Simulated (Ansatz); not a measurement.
# ClF3Hf···PH3: what the fields show

Input file:

```
crystal:
  periodic: [false, false, false]
  atoms:
    - { symbol: Hf, position_ang: [0.0, 0.0, 0.0] }
    - { symbol: Cl, position_ang: [0.0, 0.0, 2.87] }
    - { symbol: F, position_ang: [1.8671, 0.0, -0.6593] }
    - { symbol: F, position_ang: [-0.9326, 1.6157, -0.6593] }
    - { symbol: F, position_ang: [-0.9326, -1.6157, -0.6593] }
    - { symbol: P, position_ang: [-2.7236, 0.0, 0.905] }
    - { symbol: H, position_ang: [-3.49, -0.8853, 0.1017] }
    - { symbol: H, position_ang: [-2.7734, -0.4268, 2.2584] }
    - { symbol: H, position_ang: [-1.5959, 0.0, 2.2734] }
basis:
  gaussian: { orbitals: def2-SVP }
hamiltonian:
  xc: b3lyp
relax:
  f_tol: 0.15
  max_steps: 25
  restrain:
    - { distance: [0, 5], at: 3.77, k: 30.0 }
    - { distance: [8, 1], at: 2.57, k: 30.0 }
    - { distance: [0, 1], at: 2.52, k: 30.0 }
    - { distance: [8, 5], at: 1.42, k: 30.0 }
output:
  orbitals: {}
```

Command:

```sh
ansatz run input.yaml --threads 4 --pin off --max-ram 5120MiB --backend cpu --events-out ev --progress --plain --runs-dir out
```

The fields are those of the run's last geometry, not of the input's.

Core potentials replace the inner electrons of Hf; not at a stationary point (largest force 1.3 eV/Å).

All numbers below come from RKS B3LYP/def2-SVP (Ansatz 0.2.0).

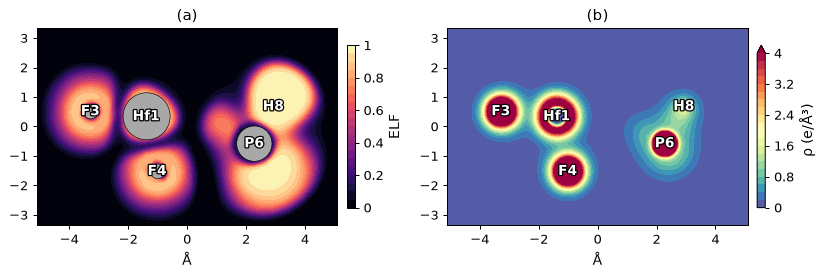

Figure 1. (a) ELF; (b) electron density on the plane of atoms F3, Hf1 and F4. Grey discs cover the atomic cores in the ELF map.

> Read the bonding off the picture.

- The plane passes through Hf, F, P and H nuclei.
- Hf–F (1.90 Å): ρ at the midpoint is about 0.89 e/Å³; the ELF peaks at about 0.85 in the valence shell of F, 0.5 Å from its nucleus, and drops to about 0.20 between the two atoms.
- P–H (1.43 Å): ρ is about 1 e/Å³ halfway; the ELF climbs to about 1 towards the hydrogen, as it does in any bond to H.
- The ELF also peaks beside P6, away from the bonds: lone-pair regions.

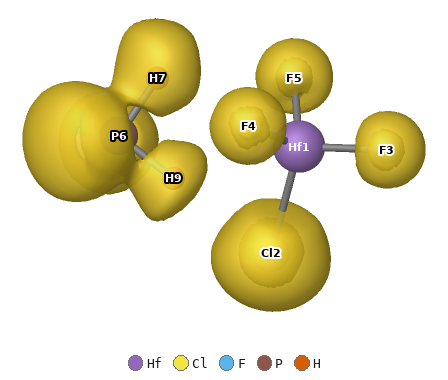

Figure 2. Isosurface of the electron localisation function at 0.75 (yellow), seen at a tilt. Only the valence region is drawn (cores and ρ < 0.01 e/Å³ removed).

> Identify the bonds, lone pairs and shells in this picture.

The ELF exceeds this value in one region wrapped around Cl (its valence shell), three regions wrapped around F (the valence shell of each) and one joined region spread over several atoms (H, P), in which their bonds and any lone pairs are merged. Along the contacts the grid gives the following. Hf1···H9 (2.73 Å): the ELF dips to about 0 between them.

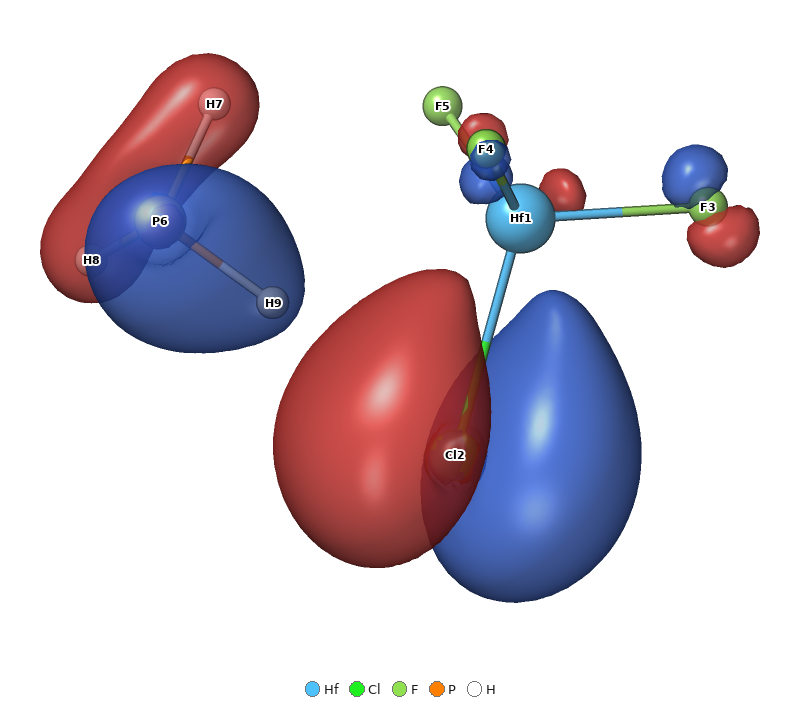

Figure 3. The HOMO−1 at ±0.08 Å⁻³ᐟ² (red and blue are the two phases), seen across its widest extent.

> What is the character of this orbital?

Its weight (Hirshfeld) is mainly on Cl2 (about 75 %) and P6 (about 10 %); largely a lone pair of Cl2. Its energy is −9.14 eV.
